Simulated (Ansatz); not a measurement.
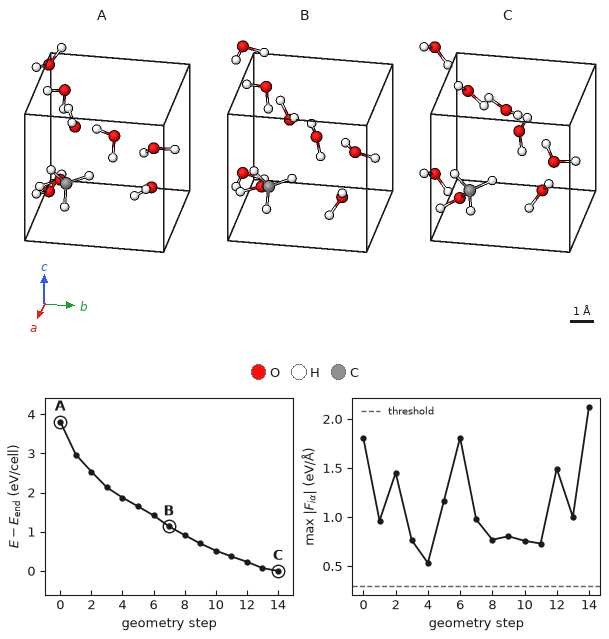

Frames of a relaxation of an amorphous cell of composition H16CO7, marked on the history of the run. A ball-and-stick model of the cell of the calculation, seen from a free direction.

The cell holds 6 H2O + 1 CH3OH. The run prepares the start of a later molecular dynamics calculation, from a guessed geometry.

Level of theory: DFT PBE-D3(BJ), scalar-relativistic, plane waves, PAW in Ansatz 0.2.0. (plane-wave cutoff 420 eV; k-point mesh 1 × 1 × 1; occupations fermi dirac; smearing width 0.05 eV; no spin polarisation; atoms relaxed in a fixed cell; force threshold 0.3 eV/Å; at most 15 steps)

Question: Describe the path.

Answer: The relaxation stopped without meeting its thresholds, so the last structure isn't shown to be converged. It used up its limit of 15 steps. Over 14 geometry steps the energy falls by 3.813 eV per cell of the calculation. The largest force component goes from 1.8 to 2.1 eV/Å. The atom that moves furthest is an H atom (1.84 Å along [−1 2 0]). By element the largest moves are H 1.84 Å, O 1.37 Å, C 0.34 Å. The cell stays as it was. Near-neighbour distances that change, for instance: H–O 0.969 → 1.018 Å, H–O 0.969 → 0.986 Å, C–O 1.423 → 1.439 Å, C–H 1.090 → 1.100 Å. Bond angles that change, for instance: H–O–H 104.0° → 106.5°, H–O–H 104.0° → 101.8°. The run took 26 s on 1 thread of Arm Neoverse V1, with other jobs on the host, peak memory 0.33 GiB. From step 0 to 7: an H atom moves most (0.99 Å), energy −2.676 eV per cell of the calculation. From step 7 to 14: an H atom moves most (1.08 Å), energy −1.137 eV per cell of the calculation.

```json
{"step": "0", "E − E(0), meV/atom": "0.00", "largest force component, eV/Å": "1.8019"}
{"step": "1", "E − E(0), meV/atom": "-35.08", "largest force component, eV/Å": "0.9638"}
{"step": "2", "E − E(0), meV/atom": "-53.15", "largest force component, eV/Å": "1.4514"}
{"step": "3", "E − E(0), meV/atom": "-70.02", "largest force component, eV/Å": "0.7648"}
{"step": "4", "E − E(0), meV/atom": "-80.78", "largest force component, eV/Å": "0.5334"}
{"step": "5", "E − E(0), meV/atom": "-90.19", "largest force component, eV/Å": "1.1689"}
{"step": "6", "E − E(0), meV/atom": "-99.77", "largest force component, eV/Å": "1.8101"}
{"step": "7", "E − E(0), meV/atom": "-111.50", "largest force component, eV/Å": "0.9768"}
{"step": "8", "E − E(0), meV/atom": "-120.80", "largest force component, eV/Å": "0.7704"}
{"step": "9", "E − E(0), meV/atom": "-129.61", "largest force component, eV/Å": "0.8053"}
{"step": "10", "E − E(0), meV/atom": "-137.21", "largest force component, eV/Å": "0.7588"}
{"step": "11", "E − E(0), meV/atom": "-143.42", "largest force component, eV/Å": "0.7316"}
{"step": "12", "E − E(0), meV/atom": "-149.09", "largest force component, eV/Å": "1.4955"}
{"step": "13", "E − E(0), meV/atom": "-155.75", "largest force component, eV/Å": "1.0023"}
{"step": "14", "E − E(0), meV/atom": "-158.88", "largest force component, eV/Å": "2.1256"}
```

Limits of the set-up: the program's low-accuracy preset was used; the periodic images lie only 6.3 Å apart, so the values are limited by the cell's size.
